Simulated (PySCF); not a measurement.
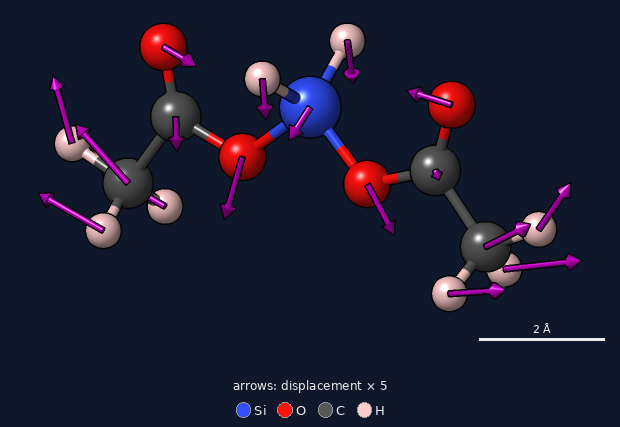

A relaxation of C4H8O4Si. The starting structure is drawn; purple arrows show the displacements, 5 times their true length. The two geometries are superimposed by the best rigid fit.

Style: ball-and-stick. Shown at a tilt.

The start comes from GFN2-xTB. Its atoms were then displaced at random by about 0.03 Å.

These are results of PySCF, PBE0-D3(BJ)/def2-SVP geometry optimisation, gas phase, not measurements. 

**Describe the change and its energy.**

The energy falls by 27.3 kcal/mol in 9 geometry steps. An H atom moves most after the best rigid fit: 0.29 Å. By element the largest moves are H 0.29 Å, C 0.27 Å, O 0.22 Å, Si 0.13 Å. Near-neighbour distances that change, for instance: O–Si 2.830 → 2.679 Å, O–Si 1.579 → 1.716 Å, O–Si 2.794 → 2.687 Å, H–Si 1.578 → 1.476 Å. Bond angles that change, for instance: C–C–H 101.6° → 110.0°, O–C–C 105.4° → 113.8°, Si–O–C 120.5° → 113.1°. The run took 2.3 min on 1 thread of Arm Neoverse V2, with other jobs on the host.
